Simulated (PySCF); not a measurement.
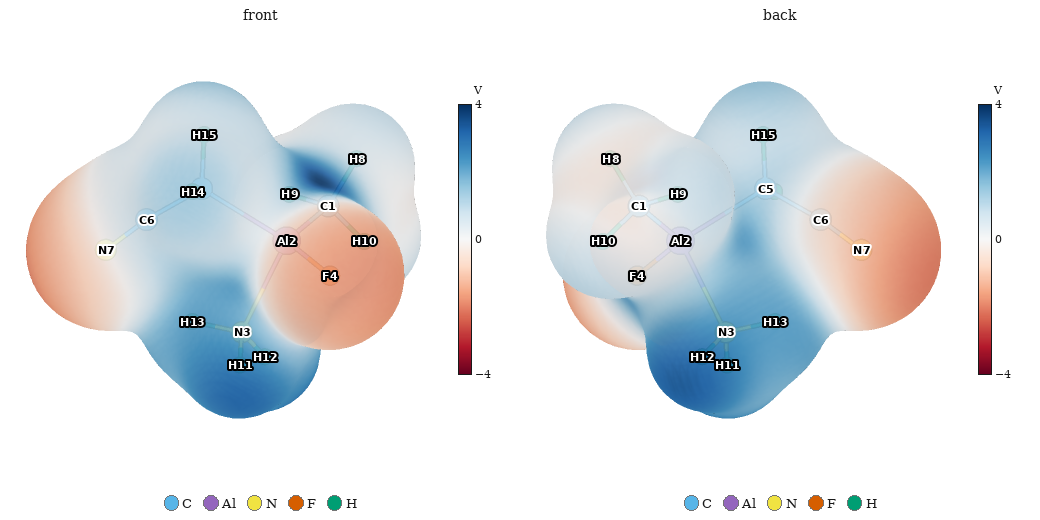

Figure 1: C₃H₈AlFN₂. The molecular electrostatic potential painted on the density surface at 0.004 e/bohr³, seen from the front and from behind; red is negative and blue positive.

Geometry: GFN2-xTB.

Level of theory: PBE0/pcSseg-1, SCF density, gas phase, non-relativistic (PySCF 2.14.0).

```xyz
15

C    -1.2616   -1.6765   -0.0352
Al   -0.4538   -0.0379    0.7376
N    -0.6882    1.3661   -0.7815
F    -1.1657    0.9113    1.9025
C     1.5959   -0.0579    0.8938
C     2.0534    0.3980   -0.3645
N     2.3036    0.8093   -1.4114
H    -1.2646   -2.5094    0.6724
H    -0.7017   -2.0241   -0.9069
H    -2.2999   -1.5565   -0.3558
H    -0.7542    2.2975   -0.3745
H    -1.4956    1.2300   -1.3844
H     0.1560    1.3368   -1.3585
H     1.9980    0.5910    1.6783
H     1.9738   -1.0698    1.0661
```

Question: Which sites attract a positive test charge, and which a negative one?

Answer: A positive charge is drawn to the negative regions and a negative charge to the positive ones. The most negative region (about −2.0 V) lies over N7, the most positive (about +3.4 V) over Al2 and H12. N7 is the likeliest acceptor of a hydrogen bond.

Question: What dipole moment does the calculation give?

Answer: Its dipole moment is 2.31 D.
